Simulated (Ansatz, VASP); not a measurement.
# SnO2 (Cassiterite) in two plane-wave programs, part 2 of 2

Wanted: the spread between two codes on one cell, functional and k mesh. The cell is taken from a series of VASP runs on this material, whose earlier steps may have relaxed, scaled or displaced it; both programs get it as it stands. Other levels of theory on this material are compared in a session of their own. Valence electrons are named where the data sets of a main pair hold unlike numbers.

VASP 6.6.1 and Ansatz 0.2.0.

So far. Step 2 (VASP: band structure, LDA, spin-orbit coupling): The run ends at a pressure of -0.77 GPa, with forces up to 0.0013 eV/Å.

### Step 3. Ansatz: band structure, LDA, spin-orbit coupling

Level of this step: Ansatz beside VASP: Kohn-Sham DFT, plane waves, LDA, spin-orbit coupling (Ansatz).

Ansatz runs on its fully relativistic PAW (standard-fr) files.

The same cell, functional (in two slightly different forms), mesh and smearing now go to Ansatz, which takes its cutoff from its data sets.

Input file input.yaml:

```yaml
crystal:
  lattice:
    - [4.738, 0.0, 0.0]
    - [0.0, 4.738, 0.0]
    - [0.0, 0.0, 3.1865]
  atoms:
    - { symbol: Sn, position: [0.5, 0.5, 0.5] }
    - { symbol: Sn, position: [0.0, 0.0, 0.0] }
    - { symbol: O, position: [0.8059385347, 0.1940614653, 0.5] }
    - { symbol: O, position: [0.6940614653, 0.6940614653, 0.0] }
    - { symbol: O, position: [0.1940614653, 0.8059385347, 0.5] }
    - { symbol: O, position: [0.3059385347, 0.3059385347, 0.0] }
hamiltonian:
  xc: lda
  pseudopotentials: { kind: paw_fr }
magnetization:
  noncollinear: true
  spin_orbit: true
kpoints:
  mp_grid: { grid: [6, 6, 6] }
  band_path:
    path:
      - [0.0, 0.0, 0.0]
      - [0.0, 0.14286, 0.0]
      - [0.0, 0.28571, 0.0]
      - [0.0, 0.5, 0.0]
      - [0.07143, 0.5, 0.0]
      - [0.28571, 0.5, 0.0]
      - [0.42857, 0.5, 0.0]
      - [0.42857, 0.42857, 0.0]
      - [0.28571, 0.28571, 0.0]
      - [0.07143, 0.07143, 0.0]
      - [0.0, 0.0, 0.0]
      - [0.0, 0.0, 0.14286]
      - [0.0, 0.0, 0.35714]
      - [0.0, 0.0, 0.5]
      - [0.0, 0.14286, 0.5]
      - [0.0, 0.28571, 0.5]
      - [0.0, 0.5, 0.5]
      - [0.07143, 0.5, 0.5]
      - [0.28571, 0.5, 0.5]
      - [0.42857, 0.5, 0.5]
      - [0.5, 0.5, 0.5]
      - [0.28571, 0.28571, 0.5]
      - [0.14286, 0.14286, 0.5]
      - [0.0, 0.5, 0.0]
      - [0.0, 0.5, 0.14286]
      - [0.0, 0.5, 0.35714]
      - [0.0, 0.5, 0.5]
      - [0.5, 0.5, 0.14286]
      - [0.5, 0.5, 0.28571]
      - [0.5, 0.5, 0.5]
    npoints: 1
scf:
  occupations: { method: gaussian, width: 0.03 }
  n_extra_bands: 18
output:
  forces: true
  stress: true
  eigenvalues: true
```

The run is started by

```sh
ansatz run input.yaml --threads 4 --pin off --max-ram 9216MiB --backend cpu --events-out ev --progress --plain --runs-dir out
```

Numbers of over 12 decimals in the logs are rounded to 6 here.

The log of the run:

```text
scf.n_extra_bands = 18 over 52 filled bands (N_el = 52.0): the run solves 70 bands
Engine: ansatz 0.2.0, x86_64-unknown-linux-gnu
Pseudopotentials: kind: paw_fr
Pseudopotential: Sn, paw_fr, valence charge 14, recommended cutoff 420 eV (normal), Sn.paw.azcp#standard-fr
Pseudopotential: O, paw_fr, valence charge 6, recommended cutoff 420 eV (normal), O.paw.azcp#standard-fr
Functional definition: SPW92
  exchange = slater_x
  correlation = pw_c
non-collinear run that drives no moment, with spin-orbit: no starting moment large enough to seed its density (crystal.atoms[].spin), no starting occupations that ask for one, no magnetisation constraint and no magnetic field, so the semilocal B_xc is pinned to zero
Crystal: 6 atoms, lattice volume = 71.533 Å³
Basis set: ecut = 420 eV, 1411 PW (Γ)
Bands: 70, of which v1, the nominal top of the filled ones, is band 52 counted from 1 (51 counted from 0)
Symmetry: 16 space group operations + 16 with time reversal
Magnetic group: BNS 136.496 (UNI 1156), of the structure as read, at distance tolerance 4.2e-5 Å
k-points: 40 of 216
Projection manifold: j_resolved (fully-relativistic pseudo-atomic orbitals)
Non-local potential: Sn, projectors of the file, l = 0: 2, l = 1: 4, l = 2: 4, l = 3: 4
Non-local potential: O, projectors of the file, l = 0: 2, l = 1: 4, l = 2: 2
PAW form: soft (Blöchl's): semilocal exchange-correlation on the pseudo side does not see the compensation charge
PAW frozen core: Sn, regenerated for the run's functional, and the local potential with it (the file was generated under x = pbe(κ = 0.804, μ = 0.219515), c = pbe(β = 0.066725))
PAW frozen core: O, regenerated for the run's functional, and the local potential with it (the file was generated under x = pbe(κ = 0.804, μ = 0.219515), c = pbe(β = 0.066725))
PAW one-centre angular grid: Sn, 590 points (default); XC on 64 Gauss nodes
PAW one-centre angular grid: O, 110 points (default); XC on 64 Gauss nodes
Initial density: superposition of atomic densities (chi_scale 0.1, normalization cell, long waves kept (reshape's long-wave potential 0.00 eV rms))
Initial wavefunctions: pseudopotential atomic-orbital guess
Functional: x = slater, c = lda
SCF iter   1: F=—  HF=-13985.383399 eV  |F-HF|=—  |Δ(HF+E_count)|=         —  Δρ=7.85e-2  dr2=3.05e0  dr2_m=0.00e0 (ungated)  ethr=3.10e-3  |M|=0.00e0 ∫|m|=0.00e0 μB  |m|>n=0.0e0 m-floor=0.0e0 τ_xc=0.0e0  β_m=0.30  ⟨swp⟩=6.0  Hψ=6528  notcnv=0  defer=162
preconditioner: auto → Resta (q_TF=auto, 2.587 Å⁻¹)  ε∞=3.2  [insulator: Δε(μ)=1.650 eV  Ē_g=21.323 eV  σ=0.030 eV  W_gap=1.00  n_scr=18 (ndim 8)  ℏωp=31.7 eV  f_vac=0.000  D(μ)=0.00/eV (n_scr^D=0)  ε∞_Penn≈3.2]
spin=Noncollinear: Resta preconditioning applied to the charge; magnetization (m_x, m_y, m_z) channels mix plain (no charge-response kernel on spin).
SCF iter   2: F=—  HF=-13984.805056 eV  |F-HF|=—  |Δ(HF+E_count)|=   5.78e-1  Δρ=5.11e-2  dr2=1.12e0  dr2_m=0.00e0 (ungated)  ethr=3.10e-3  |M|=0.00e0 ∫|m|=0.00e0 μB  |m|>n=0.0e0 m-floor=0.0e0 τ_xc=0.0e0  β_m=0.52  ⟨swp⟩=2.0  Hψ=1758  notcnv=0  defer=500
SCF iter   3: F=—  HF=-13984.470645 eV  |F-HF|=—  |Δ(HF+E_count)|=   3.34e-1  Δρ=1.28e-2  dr2=7.74e-2  dr2_m=0.00e0 (ungated)  ethr=2.16e-3  |M|=0.00e0 ∫|m|=0.00e0 μB  |m|>n=0.0e0 m-floor=0.0e0 τ_xc=0.0e0  β_m=0.60  ⟨swp⟩=3.0  Hψ=2297  notcnv=0  defer=500
SCF iter   4: F=—  HF=-13984.443412 eV  |F-HF|=—  |Δ(HF+E_count)|=   2.72e-2  Δρ=2.06e-3  dr2=2.12e-3  dr2_m=0.00e0 (ungated)  ethr=1.49e-4  |M|=0.00e0 ∫|m|=0.00e0 μB  |m|>n=0.0e0 m-floor=0.0e0 τ_xc=0.0e0  β_m=0.74  ⟨swp⟩=2.9  Hψ=2201  notcnv=0  defer=500
SCF iter   5: F=—  HF=-13984.443843 eV  |F-HF|=—  |Δ(HF+E_count)|=   4.32e-4  Δρ=5.30e-4  dr2=1.67e-4  dr2_m=0.00e0 (ungated)  ethr=4.07e-6  |M|=0.00e0 ∫|m|=0.00e0 μB  |m|>n=0.0e0 m-floor=0.0e0 τ_xc=0.0e0  β_m=0.86  ⟨swp⟩=1.6  Hψ=1661  notcnv=0  defer=500
SCF iter   6: F=—  HF=-13984.443855 eV  |F-HF|=—  |Δ(HF+E_count)|=   1.14e-5  Δρ=6.67e-5  dr2=2.51e-6  dr2_m=0.00e0 (ungated)  ethr=3.22e-7  |M|=0.00e0 ∫|m|=0.00e0 μB  |m|>n=0.0e0 m-floor=0.0e0 τ_xc=0.0e0  β_m=0.93  ⟨swp⟩=2.3  Hψ=1968  notcnv=0  defer=500
SCF iter   7: F=—  HF=-13984.443856 eV  |F-HF|=—  |Δ(HF+E_count)|=   1.66e-6  Δρ=9.73e-6  dr2=6.84e-8  dr2_m=0.00e0 (ungated)  ethr=1.92e-10  |M|=0.00e0 ∫|m|=0.00e0 μB  |m|>n=0.0e0 m-floor=0.0e0 τ_xc=0.0e0  β_m=0.97  ⟨swp⟩=9.8  Hψ=7895  notcnv=0
SCF iter   8: F=-13984.443856 eV  HF=-13984.443856 eV  |F-HF|=2.98e-10  |Δ(HF+E_count)|=   1.39e-9  Δρ=1.50e-6  dr2=1.73e-9  dr2_m=0.00e0 (ungated)  ethr=1.32e-10  |M|=0.00e0 ∫|m|=0.00e0 μB  |m|>n=0.0e0 m-floor=0.0e0 τ_xc=0.0e0  ⟨swp⟩=2.3  Hψ=3871  notcnv=0
SCF 1 converged in 8 iterations: F = -13984.443856 eV  dr2 = 1.73e-9
  greatest PAW one-centre occupation: 0.997 electrons in one spin orbital (limit 2), on the Sn atom at site 1 (counted from 0), in its partial waves of l = 2
NSCF: frozen V_eff on 30 k-points
SCF converged after 8 iterations
Magnetization: |M| = 0.0000 μB,  M = (+0.0000, +0.0000, +0.0000) μB
Absolute magnetization: 0.0000 μB (∫|m|)
  site 0: m = (+0.0000, +0.0000, +0.0000) μB, |m| = 0.0000 μB  (R = 0.85 Å)
  site 1: m = (+0.0000, +0.0000, +0.0000) μB, |m| = 0.0000 μB  (R = 0.85 Å)
  site 2: m = (+0.0000, +0.0000, +0.0000) μB, |m| = 0.0000 μB  (R = 0.85 Å)
  site 3: m = (+0.0000, +0.0000, +0.0000) μB, |m| = 0.0000 μB  (R = 0.85 Å)
  site 4: m = (+0.0000, +0.0000, +0.0000) μB, |m| = 0.0000 μB  (R = 0.85 Å)
  site 5: m = (+0.0000, +0.0000, +0.0000) μB, |m| = 0.0000 μB  (R = 0.85 Å)
Free energy (F): -13984.443856 eV
Harris-Foulkes:  -13984.443856 eV  (|F-HF|=2.98e-10)
Internal energy: -13984.443856 eV  (E = F + TS)
E sigma→0 (E₀):  -13984.443856 eV
Fermi energy:    9.718938 eV
--- Per-component energies (eV) ---
  E_band       = -131.345419
  E_kinetic    = 1081.196021
  E_local      = -2863.969268  (includes V_loc(G=0)·N_el)
  E_nonlocal   = 151.304792
  E_hartree    = 1479.631175
  E_xc         = -1042.406155
  E_vxc        = -564.420581  (∫ρ·V_xc dr)
  E_paw        = -8606.853772  (= ΣΔE_a)
  E_vpaw       = -894.728605  (= ΣTr[D̂ρ^β])
  E_aug_tail   = 0.010216  (compensation charges beyond the density's cutoff)
  E_ewald      = -4184.608236
  E_core_change = 1.251370  (= ΣΔE_core)
  E_smearing   = -0.000000  (= −TS)
  E_closure    = 0.000000  (closes the sum)
  Σ components = -13984.443856   (vs F -13984.443856, Δ=0.00e0)
--- Forces (eV/Å), atoms counted from 1 ---
  atom   1  Sn     0.00000000    -0.00000000    -0.00000000
  atom   2  Sn     0.00000000    -0.00000000     0.00000000
  atom   3  O      0.01663453    -0.01663453     0.00000000
  atom   4  O     -0.01663453    -0.01663453    -0.00000000
  atom   5  O     -0.01663453     0.01663453    -0.00000000
  atom   6  O      0.01663453     0.01663453     0.00000000
  max |Σ_I F_I| component: 3.47e-18 eV/Å
--- Stress (GPa, compression-positive) ---
       -1.279891       0.000000       0.000000
        0.000000      -1.279891       0.000000
        0.000000       0.000000      -0.601942
  P = ⅓ Tr σ = -1.0539 GPa (-10.539 kbar)
--- Band table (eV; the first three rows and the last of 40) ---
  k-point 0: bands = [... 48 lower, 8.3711, 8.3711, 9.1610, 9.1610, 10.2769, 10.2769, 15.1130, 15.1130, ... 14 higher]
  k-point 1: bands = [... 48 lower, 8.3851, 8.3851, 8.9235, 8.9235, 11.7700, 11.7700, 15.6121, 15.6121, ... 14 higher]
  k-point 2: bands = [... 48 lower, 8.1458, 8.1458, 8.2853, 8.2853, 13.7813, 13.7813, 15.8915, 15.8915, ... 14 higher]
  k-point 39: bands = [... 48 lower, 8.3141, 8.3141, 8.3141, 8.3141, 13.8020, 13.8020, 13.8020, 13.8020, ... 14 higher]
```

Elapsed: 12 s, on 4 threads of Intel Xeon at 2.60GHz (Ice Lake), shared host; peak memory 0.81 GiB; 46 s of CPU time.

The column dr2 measures how far the density is from self-consistency, as an energy; F and HF (Harris–Foulkes) agree once it is small.

### Step 4. Side by side

Known differences besides the potentials themselves: spin-orbit coupling enters by fully relativistic files in Ansatz and inside the spheres in VASP; the two LDA forms differ slightly; the cutoff is 420 eV in Ansatz and 460 eV in VASP; VASP's log shows a relativistic correction to its local exchange, Ansatz's none. Total energies have different zeros and are not compared.

The two programs side by side:

```
                                        quantity  Ansatz   VASP  difference
                                  pressure (GPa)   -1.05  -0.77       -0.28
pressure without Ansatz's Pulay correction (GPa)   -2.16  -0.77       -1.39
                   gap over the path points (eV)   1.116  1.148      -0.032
```

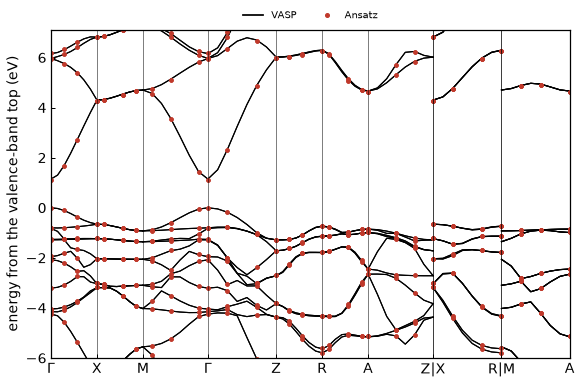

Bands from VASP (lines) and levels from Ansatz (dots). Dots without a line are higher empty bands that the VASP plot leaves out.

Levels at points of the path, from each program's valence-band top (eV; 8 filled, then empty):

```csv
k (reciprocal lattice),Ansatz,VASP
0.000 0.000 0.000,-1.25 -1.25 -0.81 -0.81 -0.79 -0.79 0.00 0.00 1.12 1.12 5.95 5.95 5.97 5.97,-1.26 -1.26 -0.82 -0.82 -0.80 -0.80 0.00 0.00 1.15 1.15 5.96 5.96 5.97 5.97
0.000 0.143 0.000,-1.24 -1.24 -1.24 -1.24 -0.79 -0.79 -0.11 -0.11 1.66 1.66 5.75 5.75 6.13 6.13,-1.25 -1.25 -1.24 -1.24 -0.80 -0.80 -0.11 -0.11 1.69 1.69 5.76 5.76 6.12 6.12
0.000 0.286 0.000,-1.25 -1.25 -1.22 -1.22 -0.75 -0.75 -0.36 -0.36 2.69 2.69 5.38 5.38 6.41 6.41,-1.25 -1.25 -1.23 -1.23 -0.76 -0.76 -0.37 -0.37 2.72 2.72 5.40 5.40 6.40 6.40
0.000 0.500 0.000,-1.22 -1.22 -1.22 -1.22 -0.65 -0.65 -0.65 -0.65 4.28 4.28 4.28 4.28 6.83 6.83,-1.23 -1.23 -1.23 -1.23 -0.65 -0.65 -0.65 -0.65 4.30 4.30 4.30 4.30 6.82 6.82
0.071 0.500 0.000,-1.23 -1.23 -1.23 -1.23 -0.66 -0.66 -0.66 -0.66 4.30 4.30 4.30 4.30 6.85 6.85,-1.24 -1.24 -1.24 -1.24 -0.67 -0.67 -0.67 -0.67 4.32 4.32 4.32 4.32 6.84 6.84
0.286 0.500 0.000,-1.29 -1.29 -1.29 -1.29 -0.82 -0.82 -0.82 -0.82 4.52 4.52 4.52 4.52 7.12 7.12,-1.31 -1.31 -1.31 -1.31 -0.82 -0.82 -0.82 -0.82 4.54 4.54 4.54 4.54 7.11 7.11
0.429 0.500 0.000,-1.34 -1.34 -1.34 -1.34 -0.91 -0.91 -0.91 -0.91 4.66 4.66 4.66 4.66 7.27 7.27,-1.35 -1.35 -1.35 -1.35 -0.91 -0.91 -0.91 -0.91 4.68 4.68 4.68 4.68 7.27 7.27
0.429 0.429 0.000,-1.34 -1.34 -1.32 -1.32 -0.91 -0.91 -0.88 -0.88 4.54 4.54 4.74 4.74 7.23 7.23,-1.35 -1.35 -1.33 -1.33 -0.91 -0.91 -0.88 -0.88 4.56 4.56 4.76 4.76 7.23 7.23
0.286 0.286 0.000,-1.31 -1.31 -1.23 -1.23 -0.86 -0.86 -0.59 -0.59 3.55 3.55 5.12 5.12 6.82 6.82,-1.32 -1.32 -1.24 -1.24 -0.87 -0.87 -0.60 -0.60 3.57 3.57 5.14 5.14 6.82 6.82
0.071 0.071 0.000,-1.24 -1.24 -1.04 -1.04 -0.81 -0.81 -0.05 -0.05 1.41 1.41 5.81 5.81 6.09 6.09,-1.25 -1.25 -1.04 -1.04 -0.81 -0.81 -0.05 -0.05 1.44 1.44 5.82 5.82 6.09 6.09
```

At this near-relaxed geometry the largest component of a force difference is 16 meV/Å. Among the levels compared at these points, filled levels agree within 11 meV and empty ones within 32 meV. Ansatz's pressure holds a Pulay correction of 1.11 GPa; VASP's holds none.

### Step 5. Outcome

- largest difference of a filled level at the path points (band structure, LDA, spin-orbit coupling): 11 meV
- r.m.s. force difference (band structure, LDA, spin-orbit coupling): 10 meV/Å

What this shows: The r.m.s. force difference is 10 meV/Å (band structure, LDA, spin-orbit coupling), within the 12 meV/Å picked in this series as the mark of a large difference. 11 further runs of this series are not shown here. How closely two codes agree says nothing of how well the functional describes the real material.

[Lines on the potential files, build, host, timing and source positions are cut from VASP's logs without a mark.]

[Logs are printed without paths, hosts, clocks, repeated set-up lines and the standing remarks that a program may print on its own settings, such as how far it seeks lower states.]

[Hosts, paths, dates, database ids (printed as entryN), source tags and the programs' standing remarks are cut or masked in the printed files.]
